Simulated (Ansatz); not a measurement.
Run report: AlW$_{16}$, geometry relaxation (part 3 of 3)

Continued. System: AlW$_{16}$ (defect cell, 17 atoms in the cell). Method: DFT PBE, scalar-relativistic, plane waves, PAW, PAW set soft_1, no spin polarisation (Ansatz 0.2.0); cutoff 420 eV, 3×3×3 k-mesh, Gaussian smearing of 0.15 eV. It belongs to a series of runs on one base structure; here: end point B relaxed.

Geometry of the input (Å; fractional positions):
```
6.3200  0.0000  0.0000
0.0000  6.3200  0.0000
0.0000  0.0000  6.3200
W  0.0000  0.0000  0.0000
W  0.5000  0.0000  0.0000
W  0.0000  0.5000  0.0000
W  0.0000  0.0000  0.5000
W  0.2500  0.2500  0.2500
W  0.5000  0.5000  0.0000
W  0.5000  0.0000  0.5000
W  0.7500  0.2500  0.2500
W  0.0000  0.5000  0.5000
W  0.2500  0.7500  0.2500
W  0.2500  0.2500  0.7500
W  0.5000  0.5000  0.5000
W  0.7500  0.7500  0.2500
W  0.7500  0.2500  0.7500
W  0.2500  0.7500  0.7500
W  0.7500  0.7500  0.7500
Al 0.2459  0.5071  -0.1334
```

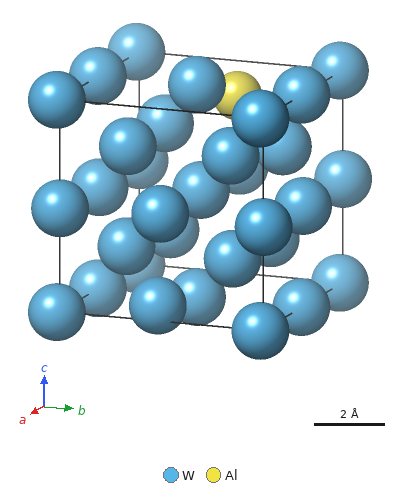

*The geometry at step 6 of the log (spheres-only view of the cell of the calculation, seen slightly off an axis).*

## Trajectory as extended XYZ (Å, eV, eV/Å), 11 frames, from step=1 to step=11
```
17
Lattice="6.3200 0.0000 0.0000 0.0000 6.3200 0.0000 0.0000 0.0000 6.3200" Properties=species:S:1:pos:R:3:forces:R:3 step=1 energy=-166682.77219
W     0.0000    0.0000    0.0000   -0.5334   0.0588   0.2772
W     3.1600    0.0000    0.0000    0.5420   0.0569   0.2966
W     0.0000    3.1600    0.0000  -22.0913  -0.6548  12.0887
W     0.0000    0.0000    3.1600   -0.4783  -0.0280  -0.5675
W     1.5800    1.5800    1.5800    0.0035  -0.4798   0.3898
W     3.1600    3.1600    0.0000   19.2349  -0.5476  10.1971
W     3.1600    0.0000    3.1600    0.4545  -0.0339  -0.5373
W     4.7400    1.5800    1.5800    0.0167  -0.4767   0.5022
W     0.0000    3.1600    3.1600   -0.4749  -0.0044  -0.4354
W     1.5800    4.7400    1.5800    0.0018   0.4545   0.3758
W     1.5800    1.5800    4.7400    0.3521 -21.7509  -9.9204
W     3.1600    3.1600    3.1600    0.4831  -0.0059  -0.4321
W     4.7400    4.7400    1.5800    0.0108   0.5169   0.5569
W     4.7400    1.5800    4.7400   -0.0305  -0.5233  -0.2451
W     1.5800    4.7400    4.7400    0.4795  27.7828 -13.3709
W     4.7400    4.7400    4.7400   -0.0319   0.5062  -0.2077
Al    1.5542    3.2047   -0.8431    2.0613  -4.8711   1.0323
17
Lattice="6.3200 0.0000 0.0000 0.0000 6.3200 0.0000 0.0000 0.0000 6.3200" Properties=species:S:1:pos:R:3:forces:R:3 step=2 energy=-166695.59123
W    -0.0069    0.0007    0.0038   -0.5185  -0.0199   0.4662
W     3.1671    0.0007    0.0041    0.5309  -0.0129   0.4998
W    -0.1547    3.1550    0.0838   -9.4491  -0.2607   4.9958
W    -0.0079   -0.0001    3.1507   -1.2019   0.0435  -1.0559
W     1.5800    1.5754    1.5836    0.0050   0.0626  -0.3839
W     3.3044    3.1557    0.0754    8.6384  -0.2308   4.4429
W     3.1677   -0.0001    3.1510    1.1859   0.0429  -1.0639
W     4.7401    1.5722    1.5884   -0.0239  -1.0368   0.9180
W    -0.0041    3.1600    3.1564    0.0757  -0.0047   0.4275
W     1.5800    4.7441    1.5832    0.0028  -0.0680  -0.4660
W     1.5827    1.4199    4.6682    0.1459  -9.8080  -4.2177
W     3.1643    3.1600    3.1562   -0.0825  -0.0067   0.3921
W     4.7400    4.7481    1.5889   -0.0244   1.0709   0.9117
W     4.7396    1.5733    4.7367    0.0098  -0.4353  -0.3823
W     1.5833    4.9183    4.6550    0.1798  11.4149  -5.1734
W     4.7396    4.7464    4.7372    0.0168   0.4195  -0.3310
Al    1.5590    3.1950   -0.8457    0.5094  -1.1708   0.0199
17
Lattice="6.3200 0.0000 0.0000 0.0000 6.3200 0.0000 0.0000 0.0000 6.3200" Properties=species:S:1:pos:R:3:forces:R:3 step=3 energy=-166700.54254
W    -0.0474   -0.0038    0.0431    0.1145   0.0442  -0.2486
W     3.2085   -0.0031    0.0447   -0.1055   0.0348  -0.2684
W    -0.3143    3.1513    0.1525   -1.9837  -0.0437   0.9704
W    -0.0800    0.0049    3.0618    0.4885  -0.0027   0.0910
W     1.5799    1.6121    1.5202   -0.0241  -0.1788   0.1855
W     3.4572    3.1520    0.1399    1.9506  -0.0325   0.9251
W     3.2390    0.0049    3.0612   -0.4403   0.0004   0.0756
W     4.7373    1.5207    1.6658   -0.0016   0.3721  -0.0857
W     0.0319    3.1602    3.2212   -0.2275   0.0369  -0.2474
W     1.5799    4.7091    1.5147   -0.0213   0.1700   0.2615
W     1.5848    1.2440    4.6111    0.0182  -1.8425  -0.7697
W     3.1262    3.1602    3.2197    0.2379   0.0393  -0.2107
W     4.7373    4.8016    1.6650    0.0007  -0.4397  -0.0989
W     4.7420    1.5433    4.7083   -0.0241   0.0154   0.2598
W     1.5855    5.1063    4.5902    0.0307   1.8689  -0.8322
W     4.7427    4.7757    4.7105   -0.0330  -0.0357   0.2414
Al    1.5639    3.1853   -0.8529    0.0199  -0.0063  -0.2486
17
Lattice="6.3200 0.0000 0.0000 0.0000 6.3200 0.0000 0.0000 0.0000 6.3200" Properties=species:S:1:pos:R:3:forces:R:3 step=4 energy=-166700.65613
W    -0.0231   -0.0148   -0.0012   -0.0513  -0.4687   0.2365
W     3.2086   -0.0030    0.0137   -0.0034   0.2000   0.1899
W    -0.4503    3.0461    0.1809    0.8795   0.3266   0.1537
W    -0.0381   -0.0035    3.0778   -0.3554  -0.0234  -0.3036
W     1.5684    1.5936    1.5325    0.1835   0.1636  -0.1148
W     3.5194    3.1573    0.1040   -0.8370  -0.1363   0.0637
W     3.2253    0.0248    3.0645    0.4038   0.0541  -0.4943
W     4.7175    1.4890    1.6817    0.0344  -0.3030   0.4356
W     0.0139    3.1597    3.1981    0.2285   0.0715   0.1030
W     1.5807    4.7294    1.5277   -0.0173  -0.0960   0.0610
W     1.5647    1.2914    4.6035    0.3798   0.6819  -0.0445
W     3.1480    3.1726    3.1929   -0.2604  -0.2021   0.0690
W     4.7443    4.8008    1.6663   -0.0238   0.2311   0.1817
W     4.7423    1.5189    4.6885   -0.2081  -0.0467  -0.1952
W     1.7002    5.1328    4.5175   -0.6599  -1.0801   0.1970
W     4.7547    4.7730    4.7068    0.5073   0.0912  -0.2525
Al    1.4978    3.2565   -0.6780   -0.2002   0.5363  -0.2860
17
Lattice="6.3200 0.0000 0.0000 0.0000 6.3200 0.0000 0.0000 0.0000 6.3200" Properties=species:S:1:pos:R:3:forces:R:3 step=5 energy=-166700.69351
W    -0.0123   -0.0733    0.0192    0.2852   0.2862  -0.2836
W     3.2098   -0.0645   -0.0012   -0.1252   0.3170   0.0276
W    -0.4274    3.0277    0.3158    0.1766  -0.5747  -0.5830
W    -0.0498    0.0421    3.0460    0.2085  -0.1374   0.3431
W     1.5916    1.5871    1.5090   -0.0310   0.1487   0.1800
W     3.4286    3.0916    0.0777    0.0752   0.1605   0.0656
W     3.2620    0.0371    3.0572   -0.3268  -0.0687   0.0634
W     4.6928    1.4700    1.6859    0.1125   0.2331  -0.1218
W     0.0297    3.1451    3.1892    0.1555  -0.0531   0.4750
W     1.5912    4.7198    1.5610    0.0672  -0.2780  -0.7120
W     1.6433    1.3593    4.6592   -0.3067  -0.0683  -0.0161
W     3.1479    3.1541    3.2124   -0.0757  -0.0007  -0.0192
W     4.7149    4.7783    1.6802    0.0217  -0.0426  -0.2835
W     4.7892    1.5202    4.7207   -0.2716   0.0478  -0.0320
W     1.6574    5.1760    4.3938    0.7434   0.1149   0.4296
W     4.8135    4.7462    4.7053   -0.3681  -0.2328   0.3287
Al    1.3918    3.4080   -0.7545   -0.3410   0.1482   0.1382
17
Lattice="6.3200 0.0000 0.0000 0.0000 6.3200 0.0000 0.0000 0.0000 6.3200" Properties=species:S:1:pos:R:3:forces:R:3 step=6 energy=-166700.92546
W     0.0220   -0.0752   -0.0076    0.0227  -0.2581  -0.0708
W     3.2109   -0.0259   -0.0034    0.1297   0.0486   0.2920
W    -0.4731    2.8659    0.3345    0.8174   0.4579  -0.5560
W    -0.0124    0.0104    3.0830    0.0100  -0.1750   0.1490
W     1.5849    1.5932    1.5269    0.1560  -0.0811  -0.0329
W     3.3578    3.1079    0.0478   -0.1278   0.0330  -0.0830
W     3.2799    0.0526    3.0284   -0.3084  -0.0647   0.2464
W     4.6910    1.4387    1.7136   -0.0817   0.2174  -0.1790
W     0.0378    3.1394    3.2043   -0.0776   0.0954   0.1245
W     1.6028    4.7118    1.5399   -0.0679   0.0853  -0.0146
W     1.6194    1.4369    4.6785   -0.0277   0.1830   0.1321
W     3.1567    3.1554    3.1931    0.1232  -0.1445  -0.0401
W     4.7366    4.7550    1.6451    0.1669   0.0997  -0.1253
W     4.7555    1.5087    4.7129    0.0349  -0.0334  -0.3079
W     1.8386    5.1835    4.3707   -0.3202  -0.8540   0.4371
W     4.8171    4.7241    4.7254    0.2107  -0.1041   0.1217
Al    1.2486    3.5421   -0.7159   -0.6601   0.4947  -0.0931
17
Lattice="6.3200 0.0000 0.0000 0.0000 6.3200 0.0000 0.0000 0.0000 6.3200" Properties=species:S:1:pos:R:3:forces:R:3 step=7 energy=-166700.96189
W     0.0380   -0.0946   -0.0260   -0.0783   0.0935   0.2607
W     3.2259   -0.0141    0.0153   -0.0424  -0.1034  -0.0300
W    -0.4798    2.8272    0.3367    0.9494   0.5462  -0.5752
W    -0.0017   -0.0068    3.1046   -0.1038   0.1272  -0.1966
W     1.5899    1.5853    1.5305    0.0409  -0.0185   0.1004
W     3.3109    3.1150    0.0315    0.1295  -0.0754   0.0558
W     3.2774    0.0591    3.0271    0.0742   0.0125   0.0064
W     4.6854    1.4414    1.7130    0.0027  -0.0803   0.0478
W     0.0327    3.1431    3.2127    0.0834  -0.0991  -0.1855
W     1.5998    4.7121    1.5302    0.1300   0.0298   0.3205
W     1.6161    1.4672    4.7074    0.0607  -0.0097  -0.1529
W     3.1727    3.1466    3.1857   -0.0379  -0.0355  -0.1085
W     4.7523    4.7546    1.6244   -0.0685   0.0268   0.2285
W     4.7519    1.5045    4.6954    0.0683  -0.0483   0.0140
W     1.8923    5.1814    4.3652   -0.4495  -1.0110   0.5819
W     4.8301    4.7007    4.7516   -0.0087   0.1765  -0.3345
Al    1.1804    3.6021   -0.7284   -0.7501   0.4687  -0.0329
17
Lattice="6.3200 0.0000 0.0000 0.0000 6.3200 0.0000 0.0000 0.0000 6.3200" Properties=species:S:1:pos:R:3:forces:R:3 step=8 energy=-166701.04483
W     0.0453   -0.0849   -0.0136    0.0640   0.0263  -0.0922
W     3.2183   -0.0237   -0.0029    0.0028  -0.0408  -0.0682
W    -0.4584    2.7754    0.3725   -0.5015  -0.2199   0.2126
W     0.0236    0.0040    3.1093   -0.0564  -0.1466   0.0960
W     1.6180    1.5664    1.5438    0.0017   0.0351   0.0109
W     3.2570    3.1246   -0.0005    0.1820  -0.0519  -0.0193
W     3.2775    0.0532    3.0584    0.0440  -0.0053   0.0322
W     4.6659    1.4126    1.7096    0.1366   0.1658  -0.1863
W     0.0471    3.1294    3.1899    0.0334   0.1056  -0.0008
W     1.6282    4.7173    1.5541   -0.1272  -0.1128  -0.1090
W     1.6284    1.5306    4.7106    0.0247  -0.0650   0.0574
W     3.2079    3.1249    3.1522   -0.0040   0.0535  -0.0154
W     4.7548    4.7440    1.6166    0.0525   0.0940  -0.0095
W     4.7661    1.5123    4.6997    0.0030  -0.0356  -0.0364
W     1.9231    5.1016    4.3523    0.0483   0.1924  -0.0320
W     4.8466    4.7123    4.7267    0.0353  -0.1678   0.1458
Al    1.0247    3.7247   -0.7016    0.0606   0.1731   0.0142
17
Lattice="6.3200 0.0000 0.0000 0.0000 6.3200 0.0000 0.0000 0.0000 6.3200" Properties=species:S:1:pos:R:3:forces:R:3 step=9 energy=-166701.06467
W     0.0557   -0.0705   -0.0289   -0.0395  -0.0223   0.0042
W     3.2138   -0.0250   -0.0222    0.0454   0.0179   0.0086
W    -0.5325    2.7657    0.3400    0.0742  -0.0327   0.0416
W     0.0318    0.0015    3.1132    0.1007   0.0117  -0.0377
W     1.6114    1.5900    1.5238    0.0231  -0.0007  -0.0135
W     3.2911    3.1210   -0.0115   -0.0572   0.1013  -0.0822
W     3.2561    0.0407    3.0712    0.0138   0.0047   0.0160
W     4.6657    1.3932    1.7207   -0.0390  -0.0719   0.0162
W     0.0563    3.1412    3.1873   -0.0460   0.0007  -0.0277
W     1.6325    4.7348    1.5673   -0.0090   0.0150   0.0405
W     1.6339    1.5535    4.6997   -0.0427  -0.0405   0.0044
W     3.2190    3.1331    3.1327    0.0022  -0.0055   0.0190
W     4.7669    4.7638    1.6128   -0.0438   0.0048  -0.0182
W     4.7658    1.4975    4.6654   -0.0661   0.0062   0.0272
W     1.8931    5.0593    4.3642   -0.0297   0.0106   0.0405
W     4.8546    4.7089    4.7242    0.0234  -0.0076   0.0073
Al    1.0592    3.7161   -0.5830    0.0901   0.0082  -0.0460
17
Lattice="6.3200 0.0000 0.0000 0.0000 6.3200 0.0000 0.0000 0.0000 6.3200" Properties=species:S:1:pos:R:3:forces:R:3 step=10 energy=-166701.06396 accepted=F
W     0.0548   -0.0688   -0.0270    0.0196  -0.0014  -0.0299
W     3.2223   -0.0185   -0.0225   -0.0336  -0.0144   0.0130
W    -0.5197    2.7503    0.3705   -0.0239   0.0833  -0.1007
W     0.0391    0.0031    3.1080   -0.0121  -0.0227   0.0434
W     1.6222    1.5867    1.5256    0.0318   0.0027   0.0137
W     3.2835    3.1338   -0.0190    0.0800  -0.0269   0.0199
W     3.2559    0.0342    3.0785    0.0483   0.0373  -0.0466
W     4.6524    1.3864    1.7268    0.0254   0.0634  -0.0220
W     0.0554    3.1413    3.1796    0.0180   0.0202   0.0298
W     1.6336    4.7328    1.5542   -0.0038  -0.0055   0.0522
W     1.6332    1.5493    4.6996    0.0187  -0.0073  -0.0203
W     3.2165    3.1383    3.1362   -0.0002  -0.0143  -0.0021
W     4.7649    4.7646    1.6096    0.0051   0.0247   0.0231
W     4.7674    1.5062    4.6705    0.0120  -0.0068  -0.0268
W     1.8938    5.0677    4.3775    0.0287   0.0112  -0.0944
W     4.8638    4.7097    4.7236   -0.0395  -0.0296   0.0244
Al    1.0352    3.7076   -0.6150   -0.1743  -0.1139   0.1234
17
Lattice="6.3200 0.0000 0.0000 0.0000 6.3200 0.0000 0.0000 0.0000 6.3200" Properties=species:S:1:pos:R:3:forces:R:3 step=11 energy=-166701.06694
W     0.0537   -0.0724   -0.0273    0.0009   0.0090  -0.0139
W     3.2174   -0.0222   -0.0212   -0.0081   0.0097   0.0037
W    -0.5258    2.7635    0.3516   -0.0213  -0.0027  -0.0082
W     0.0358    0.0022    3.1101   -0.0012   0.0065   0.0090
W     1.6158    1.5896    1.5233    0.0185  -0.0026   0.0017
W     3.2907    3.1289   -0.0158    0.0062   0.0011   0.0011
W     3.2568    0.0396    3.0732    0.0143  -0.0019   0.0047
W     4.6616    1.3913    1.7215   -0.0041   0.0013   0.0089
W     0.0542    3.1409    3.1851   -0.0082   0.0038  -0.0011
W     1.6314    4.7332    1.5636   -0.0023   0.0032   0.0003
W     1.6320    1.5479    4.6993   -0.0077   0.0023  -0.0002
W     3.2163    3.1349    3.1358    0.0035  -0.0085  -0.0095
W     4.7640    4.7645    1.6128   -0.0019   0.0026   0.0063
W     4.7648    1.5011    4.6688    0.0003  -0.0070  -0.0024
W     1.8925    5.0653    4.3696   -0.0096  -0.0074  -0.0037
W     4.8574    4.7093    4.7241    0.0134  -0.0080   0.0033
Al    1.0556    3.7071   -0.5976    0.0073  -0.0015   0.0000
```
